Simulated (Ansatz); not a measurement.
# Calculations on HfHClF4

## 1. Relaxation

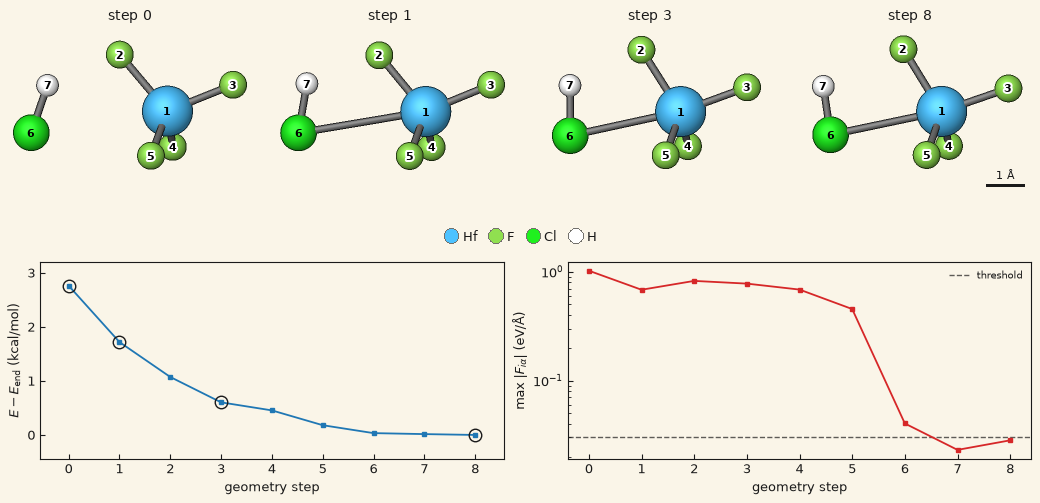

Frames of a relaxation of HfHClF4, marked on the history of the run. The picture is a ball-and-stick view, seen at a tilt.

The run prepares an end point of a later path (reaction) calculation, from a guessed geometry.

Computed with RKS B3LYP/def2-SVP (Ansatz 0.2.0).

Input
```yaml
crystal:
  periodic: [false, false, false]
  atoms:
    - { symbol: Hf, position_ang: [0.187842, 0.0, -0.106229] }
    - { symbol: F, position_ang: [0.059213, 0.0, 1.849619] }
    - { symbol: F, position_ang: [2.031673, 0.0, -0.595576] }
    - { symbol: F, position_ang: [-0.576591, 1.575032, -0.866618] }
    - { symbol: F, position_ang: [-0.576591, -1.575032, -0.866618] }
    - { symbol: Cl, position_ang: [-3.109878, 0.0, 1.60883] }
    - { symbol: H, position_ang: [-2.000468, 0.0, 2.352593] }
basis:
  gaussian: { orbitals: def2-SVP }
hamiltonian:
  xc: b3lyp
relax:
  f_tol: 0.03
  max_steps: 50
output:
  orbitals: {}
```

Command:
```bash
ansatz run input.yaml --threads 2 --pin off --max-ram 3072MiB --backend cpu --events-out ev --progress --plain --runs-dir out
```

Question: What happens along the run?

Answer: The largest move after the best rigid fit is that of Cl6, 0.52 Å. Largest moves by element: Cl 0.52 Å, F 0.17 Å, Hf 0.16 Å, H 0.12 Å. Some distances before and after: Hf1–Cl6 3.717 → 3.060 Å, Cl6–H7 1.336 → 1.297 Å, Hf1–F2 1.960 → 1.933 Å, Hf1–F4 1.909 → 1.918 Å. New bonds form, among them: Hf1–Cl6 (3.72 → 3.06 Å). Bond angles that change, for instance: F2–Hf1–F3 108.6° → 102.6°, F2–Hf1–F4 111.8° → 115.4°, F3–Hf1–F4 106.6° → 103.4°. The energy falls by 2.76 kcal/mol in 8 geometry steps. The largest force component goes from 1 to 0.028 eV/Å. From step 0 to 1: Cl6 moves most (0.19 Å), energy −1.04 kcal/mol. From step 1 to 3: Cl6 moves most (0.32 Å), energy −1.12 kcal/mol. From step 3 to 8: H7 moves most (0.18 Å), energy −0.60 kcal/mol.

| step | E − E(0), kcal/mol | largest force component, eV/Å |
| --- | --- | --- |
| 0 | 0.00 | 1.0201 |
| 1 | -1.04 | 0.6820 |
| 2 | -1.69 | 0.8225 |
| 3 | -2.16 | 0.7765 |
| 4 | -2.31 | 0.6845 |
| 5 | -2.58 | 0.4536 |
| 6 | -2.73 | 0.0404 |
| 7 | -2.75 | 0.0231 |
| 8 | -2.76 | 0.0283 |

## 2. Relaxation

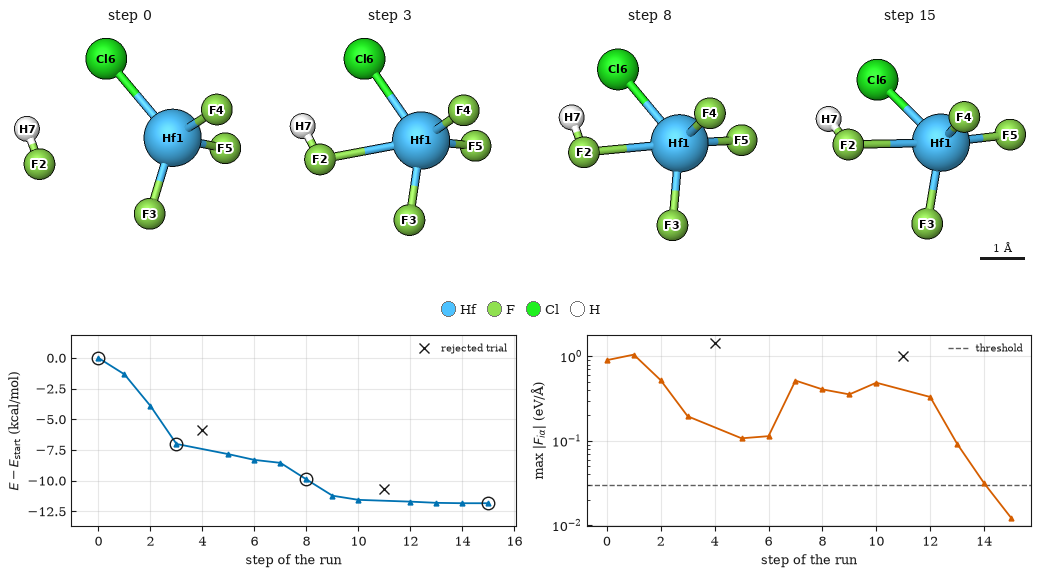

Frames of a relaxation of HfHClF4, marked on the history of the run. Style: ball-and-stick. Shown at a tilt.

The run prepares an end point of a later path (reaction) calculation, from a guessed geometry.

The calculation used RKS B3LYP/def2-SVP (Ansatz). Set-up: no spin polarisation; force threshold 0.03 eV/Å; at most 50 steps.

Question: What happens along the run?

Answer: The energy falls by 11.8 kcal/mol in 13 accepted moves (15 points after the start). The largest force component goes from 0.9 to 0.012 eV/Å. The line search rejected the trial steps at points 4, 11 of the run. The atom that moves furthest after the best rigid fit is F2 (1.00 Å). By element the largest moves are F 1.00 Å, Cl 0.86 Å, H 0.64 Å, Hf 0.31 Å. Near-neighbour distances that change, for instance: Hf1–F2 3.174 → 2.394 Å, Hf1–H7 3.389 → 2.705 Å, Hf1–Cl6 2.486 → 2.430 Å, F2–H7 0.927 → 0.948 Å. New bonds form, among them: Hf1–F2 (3.17 → 2.39 Å). Among the angles between lasting bonds that change: F4–Hf1–Cl6 106.6° → 117.3°, F3–Hf1–F4 106.2° → 114.3°, F3–Hf1–Cl6 125.3° → 117.3°. From step 0 to 3: F2 moves most (0.49 Å), energy −7.00 kcal/mol. From step 3 to 8: Cl6 moves most (0.44 Å), energy −2.89 kcal/mol. From step 8 to 15: F and Cl atoms move most (0.37 Å), energy −1.94 kcal/mol.

| step | E − E(0), kcal/mol | largest force component, eV/Å | note |
| --- | --- | --- | --- |
| 0 | 0.00 | 0.9025 |  |
| 1 | -1.33 | 1.0489 |  |
| 2 | -3.91 | 0.5217 |  |
| 3 | -7.00 | 0.1954 |  |
| 4 | -5.86 | 1.4222 | rejected |
| 5 | -7.83 | 0.1072 |  |
| 6 | -8.30 | 0.1137 |  |
| 7 | -8.54 | 0.5172 |  |
| 8 | -9.89 | 0.4069 |  |
| 9 | -11.22 | 0.3549 |  |
| 10 | -11.56 | 0.4881 |  |
| 11 | -10.64 | 1.0209 | rejected |
| 12 | -11.70 | 0.3308 |  |
| 13 | -11.80 | 0.0922 |  |
| 14 | -11.83 | 0.0316 |  |
| 15 | -11.83 | 0.0123 |  |

Limits of the set-up: the start holds two separate molecules, 2.6 Å apart at their closest, whose relative position is a soft coordinate and is computed without a dispersion correction.

## 3. Path

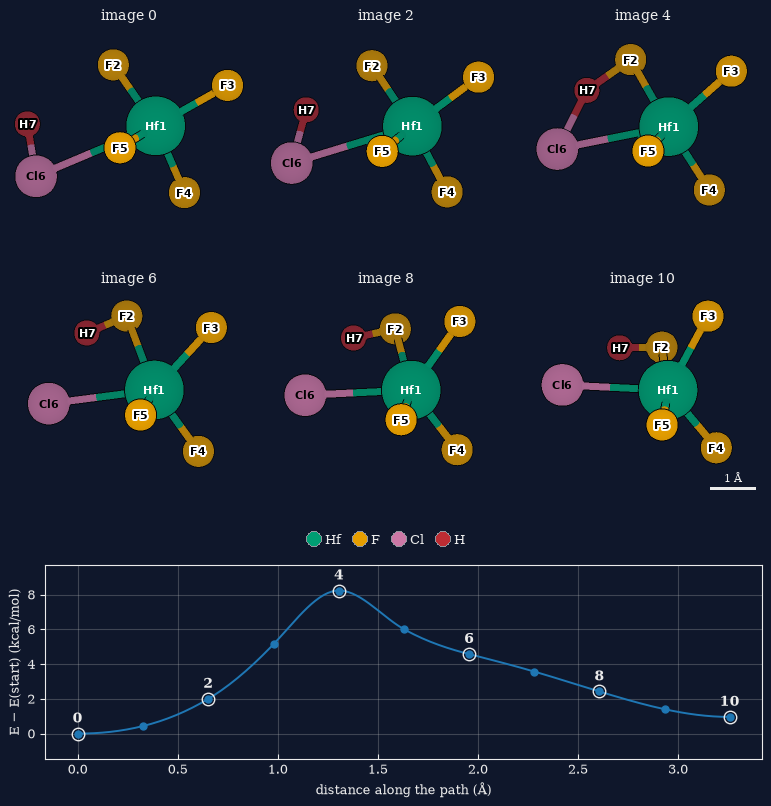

A search for the minimum-energy path of HfHClF$_{4}$ by the nudged elastic band. Images are numbered from 0 (start) to 10 (end). Style: ball-and-stick. Shown at a tilt.

Level of theory: RKS B3LYP/def2-SVP in Ansatz 0.2.0. Settings: 9 movable images; climbing image; force threshold 0.03 eV/Å; iteration limit 46; starting path through a guess of the saddle point.

What happens along the path, and what is the barrier?

Answer. A hydrogen atom shifts from one atom to another. Breaking: Cl6–H7 (1.30 → 1.53 at the top → 2.27 Å). Forming: F2–H7 (2.38 → 1.20 at the top → 0.95 Å). The energy climbs by 8.2 kcal/mol to image 4 and then falls by 7.3 kcal/mol, so the end point sits at +1.0 kcal/mol. The band converged in 26 iterations, with a climbing image at the top.
